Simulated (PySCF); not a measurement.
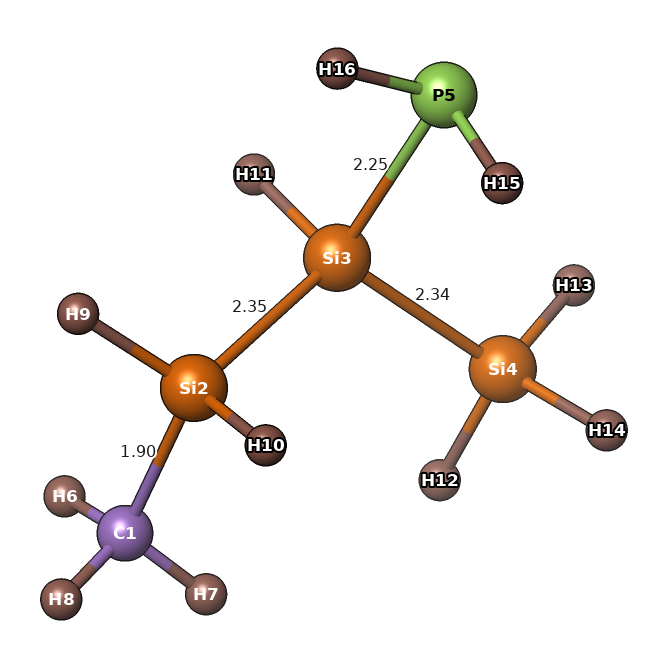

Bond lengths are marked in Å; every bond is drawn as one stick. Computed geometry: GFN2-xTB optimisation. No frequency run is at hand to confirm it as a minimum.

**Assign a bond order to each marked bond.**

C1–Si2 single; Si2–Si3 single; Si3–Si4 single; Si3–P5 single.

**Write the SMILES.**

C[SiH2][Si@H]([SiH3])P
